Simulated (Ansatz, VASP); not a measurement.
# Cross-check of HfB2W between VASP and Ansatz, part 2 of 2

Wanted: the spread between two codes on one cell, functional and k mesh. The cell is invented: As first built, before any earlier steps moved the atoms (in the runner's words): it takes the HfB structure with some of its atoms replaced by other elements, volume scaled by an estimate. It may not be a known or stable phase. The cell is taken from a series of VASP runs on this material, whose earlier steps may have relaxed, scaled or displaced it; both programs get it as it stands. Valence electrons are named where the data sets of a main pair hold unlike numbers.

VASP 6.6.1 and Ansatz 0.2.0.

So far. Step 3 (Ansatz: single point, r2SCAN): The run ends at a pressure of 0.68 GPa.

### 5. VASP: electric field gradients, r2SCAN

Level of this step: r2SCAN; plane waves and PAW (W, Hf_pv, B); invented cell (VASP).

Field gradients test the density near the nuclei, where the PAW reconstruction matters most.

INCAR reads:

```
SYSTEM = HfB2W
PREC = Accurate
ENCUT = 420
EDIFF = 1E-07
NELM = 100
ISMEAR = -1
SIGMA = 0.05
LREAL = .FALSE.
ALGO = Normal
METAGGA = R2SCAN
LASPH = .TRUE.
NBANDS = 17
LORBIT = 11
LWAVE = .FALSE.
LCHARG = .FALSE.
KPAR = 2
LEFG = .TRUE.
```

POSCAR reads:

```
HfB2W
1.0
    3.2514576010      0.0000000000      0.0000000000
    0.0000000000      3.2514576010      0.0000000000
    0.0000000000      0.0000000000      4.5725127342
W Hf B
1 1 2
Direct
    0.0000000000      0.0000000000      0.5000000000
    0.5000000000      0.5000000000      0.0000000000
    0.5000000000      0.5000000000      0.5000000000
    0.0000000000      0.0000000000      0.0000000000
```

KPOINTS reads:

```
Automatic mesh
0
Gamma
8 8 6
0 0 0
```

PAW data sets: W, Hf_pv and B (PBE family, release 64).

Launch:

```sh
$ mpirun -np 2 vasp_std
```

Numbers of over 12 decimals in the logs are rounded to 6 here.

The program printed:

```text
[banner, memory and clock lines left out]
running    2 mpi-ranks, on    1 nodes
[...]
[... a notice as in an earlier step ...]

 LDA part: xc-table for (None), standard interpolation
 POSCAR, INCAR and KPOINTS ok, starting setup
[...]
entering main loop
       N       E                     dE             d eps       ncg     rms          rms(c)
DAV:   1    -0.266242430104E+02   -0.26624E+02   -0.10845E+04  2040   0.108E+03
DAV:   2    -0.117741154991E+03   -0.91117E+02   -0.88660E+02  2647   0.261E+02
DAV:   3    -0.120624698827E+03   -0.28835E+01   -0.28482E+01  2802   0.366E+01
DAV:   4    -0.120651694732E+03   -0.26996E-01   -0.26958E-01  2612   0.409E+00
[...]
DAV:  15    -0.113098046866E+03    0.25931E-06   -0.13748E-06  2451   0.684E-03    0.133E-03
DAV:  16    -0.113098046694E+03    0.17161E-06   -0.82124E-08  1231   0.226E-03    0.899E-04
DAV:  17    -0.113098046699E+03   -0.42392E-08   -0.22441E-08  1156   0.995E-04
ion   1
     0.0000000    -0.0000000    -0.0000000     2.7627224     0.0000000     0.0000000
[...]
0.0000000     0.0000000    -0.0000000     3.5204586     0.0000000    -0.0000000
     0.0000257     0.0000000    -0.0000000     3.5204584     0.0000000    -0.0000000
     0.0000354     0.0000000    -0.0000000     3.5204582     0.0000000    -0.0000000
     0.0000487     0.0000000    -0.0000000     3.5204580     0.0000000    -0.0000000
     0.0000671     0.0000000    -0.0000000     3.5204576     0.0000000    -0.0000000

ion   4
     0.0000000     0.0000000     0.0000000     0.5657998    -0.0000000     0.0000000
     0.0000257     0.0000000     0.0000000     0.5657998    -0.0000000     0.0000000
     0.0000354     0.0000000     0.0000000     0.5657998    -0.0000000     0.0000000
     0.0000487     0.0000000     0.0000000     0.5657998    -0.0000000     0.0000000
     0.0000671     0.0000000     0.0000000     0.5657998    -0.0000000     0.0000000

     0.0000000     0.0000000     0.0000000     0.6024095    -0.0000000     0.0000000
     0.0000257     0.0000000     0.0000000     0.6024095    -0.0000000     0.0000000
     0.0000354     0.0000000     0.0000000     0.6024095    -0.0000000     0.0000000
     0.0000487     0.0000000     0.0000000     0.6024095    -0.0000000     0.0000000
     0.0000671     0.0000000     0.0000000     0.6024095    -0.0000000     0.0000000

   1 F= -.11309805E+03 E0= -.11309543E+03  d E =-.522347E-02
```

From OUTCAR (step 5):

```text
  Total       -0.0163283     -0.0163283      0.0100114     -0.0000000      0.0000000      0.0000000
  in kB       -0.5411789     -0.5411789      0.3318134     -0.0000000      0.0000000      0.0000000
  external PRESSURE =      -0.2501815 kB  Pullay stress =       0.0000000 kB

  FREE ENERGIE OF THE ION-ELECTRON SYSTEM (eV)
  ---------------------------------------------------
  free  energy   TOTEN  =      -113.0980466987 eV

  energy  without entropy=     -113.0928232297  energy(sigma->0) =     -113.09543496

[... 2 parts as in an earlier step ...]

[... 2 further parts left out ...]
[key lines of the parts left out:]
E-fermi :   6.5433
```

The run ends at a pressure of -0.03 GPa.

### 6. Ansatz: electric field gradients, r2SCAN

The same cell, functional, mesh and smearing now go to Ansatz, which takes its cutoff from its data sets.

The cell is taken from a series of VASP runs on this material, whose earlier steps may have relaxed, scaled or displaced it; both programs get it as it stands.

input.yaml reads:

```yaml
crystal:
  lattice:
    - [3.251457601, 0.0, 0.0]
    - [0.0, 3.251457601, 0.0]
    - [0.0, 0.0, 4.5725127342]
  atoms:
    - { symbol: W, position: [0.0, 0.0, 0.5] }
    - { symbol: Hf, position: [0.5, 0.5, 0.0] }
    - { symbol: B, position: [0.5, 0.5, 0.5] }
    - { symbol: B, position: [0.0, 0.0, 0.0] }
hamiltonian:
  xc: r2scan
  pseudopotentials: { kind: paw }
kpoints:
  mp_grid: { grid: [8, 8, 6] }
scf:
  occupations: { method: fermi_dirac, width: 0.05 }
  n_extra_bands: 5
output:
  forces: true
  stress: true
  eigenvalues: true
  efg: {}
```

Launch:

```sh
$ ansatz run input.yaml --threads 2 --pin off --max-ram 4608MiB --backend cpu --events-out ev --progress --plain --runs-dir out
```

The program printed:

```text
[...]
Hf, W: output.efg is read without spin–orbit coupling, which moves field gradients at and beside such atoms by some per cent and up to a factor of two; PAW files take it under magnetization.noncollinear and magnetization.spin_orbit
[...]
Crystal: 4 atoms, lattice volume = 48.340 Å³
[...]
k-point 0: bands = [... 19 lower, 18.7686, 18.7686, 19.6662, 19.6826, 20.2003, 20.2003, 20.7152, 22.4109, ... 1 higher]
  k-point 1: bands = [... 19 lower, 18.6585, 18.6585, 19.0443, 19.4217, 19.7012, 19.9607, 19.9607, 22.8020, ... 1 higher]
  k-point 2: bands = [... 19 lower, 17.1108, 18.4999, 18.4999, 18.8804, 19.5265, 19.5265, 19.7746, 23.6162, ... 1 higher]
  k-point 59: bands = [... 19 lower, 15.7943, 15.8948, 15.8948, 16.7011, 22.2014, 22.4749, 22.4749, 23.1446, ... 1 higher]
[key lines of the parts left out:]
SCF converged after 8 iterations
Free energy (F): -26445.297600 eV
Fermi energy:    19.311203 eV
P = ⅓ Tr σ = 0.5496 GPa (5.496 kbar)
```

The job ended after 6.5 s (2 threads of Arm Neoverse V2, shared host; peak memory 0.55 GiB; 13 s of CPU time).

The run ends at a pressure of 0.55 GPa.

### 7. Comparison

What differs besides the data sets and the points named for the pairs above, as far as they apply: Ansatz adds the response of the frozen cores to the gradients, VASP leaves it out; the data sets hold 46 valence electrons in Ansatz (on its default PAW (the set named soft_2) files) and 22 in VASP. Total energies have different zeros and are not compared.

The two programs side by side:

```
         quantity  Ansatz    VASP  difference
   pressure (GPa)    0.55   -0.03       +0.57
 Vzz at W1 (V/Å²)  -193.3  -161.9       -31.5
Vzz at Hf2 (V/Å²)     6.0     3.7        +2.3
 Vzz at B3 (V/Å²)    -3.0    -2.9         0.0
 Vzz at B4 (V/Å²)    -1.7    -2.0        +0.3
```

### 8. What the set-up changes

Further runs change the set-up of one program: Ansatz's method, potentials or start, or VASP's data sets, cutoff or form of LDA. The table gives Ansatz less VASP for each quantity, since a change that brings one quantity closer may part another.

```
                                    run  pressure (GPa)  Vzz at W1 (V/Å²)  Vzz at Hf2 (V/Å²)  Vzz at B3 (V/Å²)  Vzz at B4 (V/Å²)
                               as above            0.57               -31                2.3            -0.049              0.34
                   cores kept as stored            0.46              -3.6                4.6            -0.037             0.087
Ansatz's larger PAW set (cutoff 950 eV)            0.65               -32                4.0              0.32             0.070
```

### 9. VASP: band structure, r2SCAN, spin-orbit coupling

With cell and atoms fixed, the geometry can't cause a difference; cores, projectors, grids and the points listed under the comparison can.

INCAR reads:

```
SYSTEM = HfB2W
PREC = Accurate
ENCUT = 420
EDIFF = 1E-06
NELM = 100
ISMEAR = -1
SIGMA = 0.05
LREAL = .FALSE.
ALGO = Normal
METAGGA = R2SCAN
LASPH = .TRUE.
LNONCOLLINEAR = .TRUE.
MAGMOM = 0 0 0 0 0 0 0 0 0 0 0 0
NBANDS = 34
GGA_COMPAT = .FALSE.
LSORBIT = .TRUE.
LMAXMIX = 4
LORBIT = 11
LWAVE = .FALSE.
LCHARG = .FALSE.
KPAR = 2
```

POSCAR is that of step 5.

KPOINTS reads:

```
Automatic mesh
0
Gamma
7 7 5
0 0 0
```

KPOINTS_OPT reads:

```
Line mode
16
Line-mode
Reciprocal
  0.00000000   0.00000000   0.00000000 GAMMA
  0.00000000   0.50000000   0.00000000 X

  0.00000000   0.50000000   0.00000000 X
  0.50000000   0.50000000   0.00000000 M

  0.50000000   0.50000000   0.00000000 M
  0.00000000   0.00000000   0.00000000 GAMMA

  0.00000000   0.00000000   0.00000000 GAMMA
  0.00000000   0.00000000   0.50000000 Z

  0.00000000   0.00000000   0.50000000 Z
  0.00000000   0.50000000   0.50000000 R

  0.00000000   0.50000000   0.50000000 R
  0.50000000   0.50000000   0.50000000 A

  0.50000000   0.50000000   0.50000000 A
  0.00000000   0.00000000   0.50000000 Z

  0.00000000   0.50000000   0.00000000 X
  0.00000000   0.50000000   0.50000000 R

  0.50000000   0.50000000   0.00000000 M
  0.50000000   0.50000000   0.50000000 A
```

Launch:

```sh
$ mpirun -np 2 vasp_ncl
```

The program printed:

```text
[... set-up lines as in an earlier step ...]
 entering main loop
       N       E                     dE             d eps       ncg     rms          rms(c)
DAV:   1    -0.781200986350E+01   -0.78120E+01   -0.10077E+04  2040   0.108E+03
DAV:   2    -0.115838397482E+03   -0.10803E+03   -0.10158E+03  2466   0.295E+02
DAV:   3    -0.121361811967E+03   -0.55234E+01   -0.53686E+01  2742   0.529E+01
DAV:   4    -0.121465071001E+03   -0.10326E+00   -0.10284E+00  2632   0.758E+00
[...]
DAV:  12    -0.113937051010E+03   -0.48016E-04   -0.13973E-04  2412   0.874E-02    0.952E-02
DAV:  13    -0.113937059366E+03   -0.83553E-05   -0.11514E-05  2784   0.264E-02    0.232E-02
DAV:  14    -0.113937059915E+03   -0.54967E-06   -0.23840E-06  2522   0.103E-02
   1 F= -.11393706E+03 E0= -.11393437E+03  d E =-.538318E-02  mag=    -0.0000     0.0000    -0.0000
 Start KPOINTS_OPT (optional k-point list driver)
k-point batch [1-30\144]
       N       E                     dE             ncg
DAV:   1     0.840147200874E+02   -0.13223E+05     2040
DAV:   2    -0.309192702917E+04   -0.31759E+04     2464
DAV:   3    -0.327099991977E+04   -0.17907E+03     2812
DAV:   4    -0.327483494666E+04   -0.38350E+01     2624
DAV:   5    -0.327495094388E+04   -0.11600E+00     2824
DAV:   6    -0.327495307640E+04   -0.21325E-02     2672
DAV:   7    -0.327495316303E+04   -0.86630E-04     2770
DAV:   8    -0.327495316537E+04   -0.23430E-05     2176
DAV:   9    -0.327495316547E+04   -0.98882E-07     1836
[...]
k-point batch [121-144\144]
       N       E                     dE             ncg
DAV:   1     0.358998870181E+04   -0.18851E+05     1632
DAV:   2     0.106890366602E+04   -0.25211E+04     1942
DAV:   3     0.938402059233E+03   -0.13050E+03     2208
DAV:   4     0.935531323186E+03   -0.28707E+01     2078
DAV:   5     0.935469667660E+03   -0.61656E-01     2198
DAV:   6     0.935468600067E+03   -0.10676E-02     2148
DAV:   7     0.935468548009E+03   -0.52059E-04     2180
DAV:   8     0.935468546256E+03   -0.17526E-05     1826
DAV:   9     0.935468546174E+03   -0.82311E-07     1488
```

OUTCAR, selected parts (step 9):

```text
  Total       -0.0881008     -0.0881008     -0.0357213      0.0000000     -0.0000000      0.0000000
  in kB       -2.9199746     -2.9199746     -1.1839328      0.0000000     -0.0000000      0.0000000
  external PRESSURE =      -2.3412940 kB  Pullay stress =       0.0000000 kB

 POSITION                                       TOTAL-FORCE (eV/Angst)
 -----------------------------------------------------------------------------------
      0.00000      0.00000      2.28626         0.000000      0.000000      0.000000
      1.62573      1.62573      0.00000         0.000000      0.000000      0.000000
      1.62573      1.62573      2.28626         0.000000      0.000000      0.000000
      0.00000      0.00000      0.00000         0.000000      0.000000      0.000000
 -----------------------------------------------------------------------------------
    total drift:                                0.000000     -0.000000      0.000000

  FREE ENERGIE OF THE ION-ELECTRON SYSTEM (eV)
  ---------------------------------------------------
  free  energy   TOTEN  =      -113.9370599154 eV

  energy  without entropy=     -113.9316767360  energy(sigma->0) =     -113.93436833

 magnetization (x)
# of ion       s       p       d       tot
------------------------------------------
    1        0.000   0.000   0.000   0.000
    2        0.000   0.000   0.000   0.000
    3        0.000   0.000   0.000   0.000
    4        0.000   0.000   0.000   0.000
--------------------------------------------------
tot          0.000   0.000   0.000   0.000

 magnetization (y)
# of ion       s       p       d       tot
------------------------------------------
    1        0.000   0.000   0.000   0.000
    2        0.000   0.000   0.000   0.000
    3        0.000   0.000   0.000   0.000
    4        0.000   0.000   0.000   0.000
--------------------------------------------------
tot          0.000   0.000   0.000   0.000

 magnetization (z)
# of ion       s       p       d       tot
------------------------------------------
    1        0.000   0.000   0.000   0.000
    2        0.000   0.000   0.000   0.000
    3        0.000  -0.000   0.000  -0.000
    4        0.000   0.000   0.000   0.000
--------------------------------------------------
tot          0.000   0.000   0.000   0.000

[... 1 part as in an earlier step ...]

[... 2 further parts left out ...]
[key lines of the parts left out:]
E-fermi :   6.4776
```

The run ends at a pressure of -0.23 GPa.

### 10. Ansatz: band structure, r2SCAN, spin-orbit coupling

The same cell, functional, mesh and smearing now go to Ansatz, which takes its cutoff from its data sets.

The cell is taken from a series of VASP runs on this material, whose earlier steps may have relaxed, scaled or displaced it; both programs get it as it stands.

input.yaml reads:

```yaml
crystal:
  lattice:
    - [3.251457601, 0.0, 0.0]
    - [0.0, 3.251457601, 0.0]
    - [0.0, 0.0, 4.5725127342]
  atoms:
    - { symbol: W, position: [0.0, 0.0, 0.5] }
    - { symbol: Hf, position: [0.5, 0.5, 0.0] }
    - { symbol: B, position: [0.5, 0.5, 0.5] }
    - { symbol: B, position: [0.0, 0.0, 0.0] }
hamiltonian:
  xc: r2scan
  pseudopotentials: { kind: paw_fr }
magnetization:
  noncollinear: true
  spin_orbit: true
kpoints:
  mp_grid: { grid: [7, 7, 5] }
  band_path:
    path:
      - [0.0, 0.0, 0.0]
      - [0.0, 0.13333, 0.0]
      - [0.0, 0.3, 0.0]
      - [0.0, 0.46667, 0.0]
      - [0.1, 0.5, 0.0]
      - [0.26667, 0.5, 0.0]
      - [0.43333, 0.5, 0.0]
      - [0.43333, 0.43333, 0.0]
      - [0.26667, 0.26667, 0.0]
      - [0.1, 0.1, 0.0]
      - [0.0, 0.0, 0.03333]
      - [0.0, 0.0, 0.2]
      - [0.0, 0.0, 0.36667]
      - [0.0, 0.0, 0.5]
      - [0.0, 0.16667, 0.5]
      - [0.0, 0.3, 0.5]
      - [0.0, 0.46667, 0.5]
      - [0.1, 0.5, 0.5]
      - [0.26667, 0.5, 0.5]
      - [0.43333, 0.5, 0.5]
      - [0.43333, 0.43333, 0.5]
      - [0.26667, 0.26667, 0.5]
      - [0.1, 0.1, 0.5]
      - [0.0, 0.5, 0.03333]
      - [0.0, 0.5, 0.2]
      - [0.0, 0.5, 0.36667]
      - [0.5, 0.5, 0.0]
      - [0.5, 0.5, 0.16667]
      - [0.5, 0.5, 0.33333]
      - [0.5, 0.5, 0.5]
    npoints: 1
scf:
  occupations: { method: fermi_dirac, width: 0.05 }
  n_extra_bands: 16
output:
  forces: true
  stress: true
  eigenvalues: true
```

Launch:

```sh
$ ansatz run input.yaml --threads 2 --pin off --max-ram 4608MiB --backend cpu --events-out ev --progress --plain --runs-dir out
```

The program printed:

```text
[...]
non-collinear run that drives no moment, with spin-orbit: no starting moment large enough to seed its density (crystal.atoms[].spin), no starting occupations that ask for one, no magnetisation constraint and no magnetic field, so the semilocal B_xc is pinned to zero
Crystal: 4 atoms, lattice volume = 48.340 Å³
[...]
k-point 1: bands = [... 42 lower, 18.7600, 18.7600, 19.3235, 19.3235, 19.6588, 19.6588, 19.8154, 19.8154, ... 12 higher]
  k-point 2: bands = [... 42 lower, 18.5977, 18.5977, 18.7341, 18.7341, 19.2088, 19.2088, 19.5849, 19.5849, ... 12 higher]
  k-point 29: bands = [... 42 lower, 16.4068, 16.4068, 17.4351, 17.4351, 21.6018, 21.6018, 21.8264, 21.8264, ... 12 higher]
[key lines of the parts left out:]
SCF converged after 10 iterations
Magnetization: |M| = 0.0000 μB,  M = (+0.0000, +0.0000, +0.0000) μB
Free energy (F): -26395.555596 eV
Fermi energy:    19.250993 eV
P = ⅓ Tr σ = 0.0181 GPa (0.181 kbar)
```

The job ended after 37 s (2 threads; peak memory 0.74 GiB).

### 11. Differences

What differs besides the data sets and the points named for the pairs above, as far as they apply: spin-orbit coupling enters by fully relativistic files in Ansatz and inside the spheres in VASP; the data sets hold 46 valence electrons in Ansatz (on its fully relativistic PAW (standard-fr) files) and 22 in VASP. Total energies have different zeros and are not compared.

Compared:

```csv
quantity,Ansatz,VASP,difference
pressure (GPa),0.02,-0.23,+0.25
```

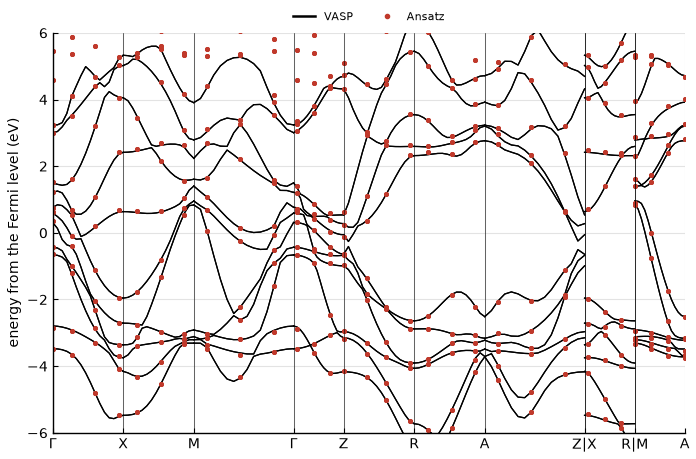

Bands from VASP (lines) and levels from Ansatz (dots). Dots without a line are higher empty bands that the VASP plot leaves out.

Levels from 3 eV below to 2 eV above the Fermi level differ by 27 meV r.m.s. and 82 meV at most; each VASP level is matched to the nearest of Ansatz, which flatters the figure a little.

### 12. Summary of results

```
difference in pressure (single point, r2SCAN)                                                  : 0.59 GPa
difference in Vzz at W1 (electric field gradients, r2SCAN)                                     : -31 V/Å²
difference in pressure (electric field gradients, r2SCAN)                                      : 0.57 GPa
r.m.s. difference of levels near the Fermi level (band structure, r2SCAN, spin-orbit coupling) : 27 meV
```

What this shows: The difference in pressure is 0.59 GPa (single point, r2SCAN), within the 1 GPa picked in this series as the mark of a large difference. The data sets hold unlike numbers of valence electrons (46 in Ansatz and 22 in VASP), so part of the differences comes from the potentials. Electric field gradients, r2SCAN, cores kept as stored: the difference in Vzz at W1 goes from -31 to -3.6 V/Å²; the difference in Vzz at Hf2 goes from 2.3 to 4.6 V/Å²; the difference in Vzz at B4 goes from 0.34 to 0.087 V/Å². Electric field gradients, r2SCAN, Ansatz's larger PAW set (cutoff 950 eV): the difference in Vzz at Hf2 goes from 2.3 to 4.0 V/Å²; the difference in Vzz at B3 goes from -0.049 to 0.32 V/Å²; the difference in Vzz at B4 goes from 0.34 to 0.070 V/Å². 1 further run of this series is not shown here. How closely two codes agree says nothing of how well the functional describes the real material.

[Lines on the potential files, build, host, timing and source positions are cut from VASP's logs without a mark.]

[Logs are printed without paths, hosts, clocks, repeated set-up lines and the standing remarks that a program may print on its own settings, such as how far it seeks lower states.]

[Hosts, paths, dates, database ids (printed as entryN), source tags and the programs' standing remarks are cut or masked in the printed files.]
